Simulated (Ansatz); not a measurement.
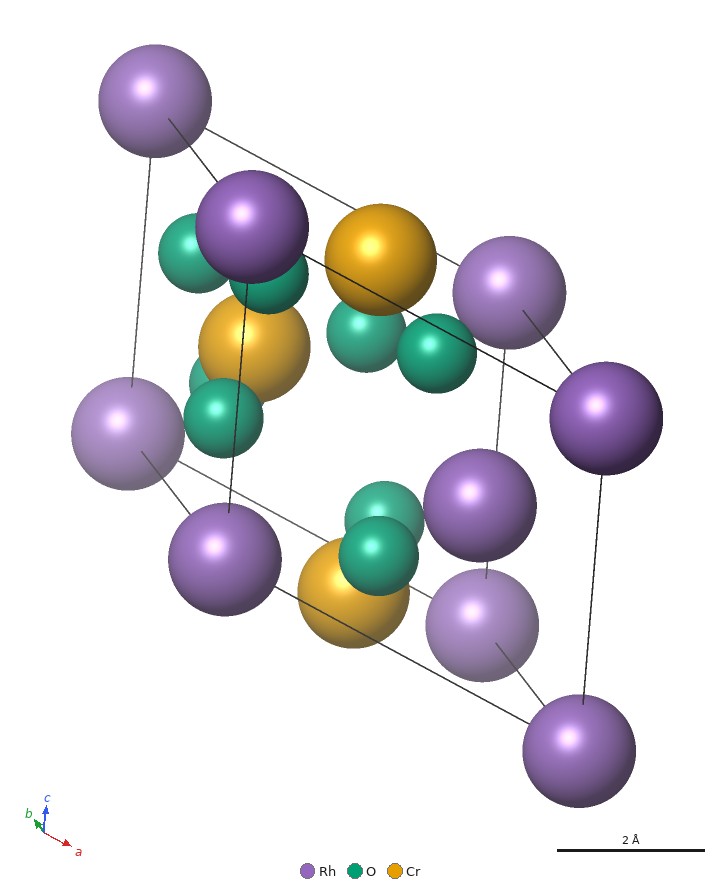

Structure drawing (spheres-only), viewed slightly off an axis. Atoms at the boundary of the simulation cell (the box) are drawn once for each face, edge or corner they touch.

```
CELL_PARAMETERS angstrom
-3.31188 3.31188 2.92088
3.31188 -3.31188 2.92088
3.31188 3.31188 -2.92088
ATOMIC_POSITIONS crystal
Rh 0.00000 0.00000 0.00000
Rh 0.75000 0.25000 0.50000
O 0.51100 0.33100 0.18000
O 0.08100 0.40100 0.32000
O 0.15100 0.33100 0.82000
O 0.08100 0.76100 0.68000
O 0.23900 0.91900 0.32000
O 0.66900 0.48900 0.82000
O 0.59900 0.91900 0.68000
O 0.66900 0.84900 0.18000
Cr 0.50000 0.50000 0.00000
Cr 0.25000 0.75000 0.50000
```

Computational set-up: DFT, PAW plane waves, LDA in Ansatz, plane waves up to 420 eV, an 8×8×8 k-point mesh, Fermi-Dirac smearing of 0.061 eV, no spin polarisation (a spin-restricted run, not always the ground state). The pressure of the cell is 31 GPa.

Question: Give the Bader charge of each element.

Answer: Cr +2.00 e; Rh +1.22 e; O -0.81 e.

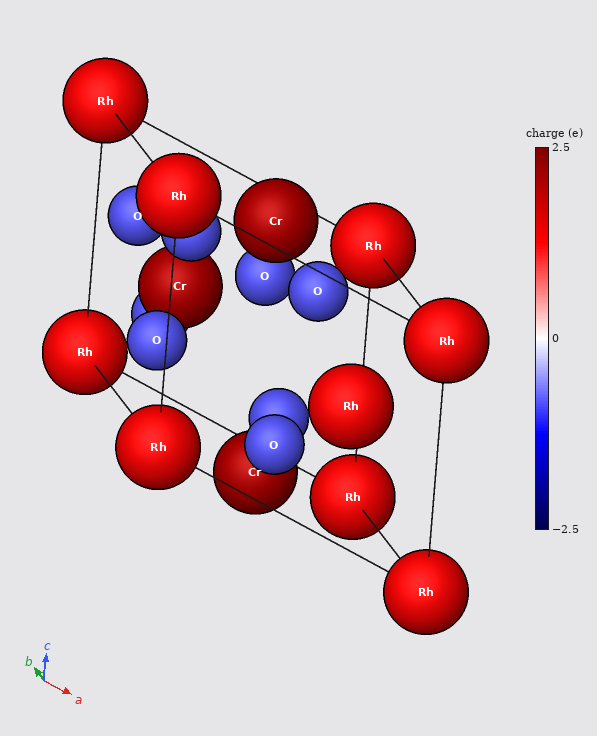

The atoms coloured by those charges.

The picture shows a generated cell, made by putting these elements into a known structure type (the compound may or may not exist in this form); the geometry isn't optimised. A calculation with Ansatz used it as input.

At this level of theory the cell isn't at rest (compressed, at 31 GPa and forces up to 5.4 eV/Å), so its distances can differ from those at equilibrium, the more so the softer the solid.
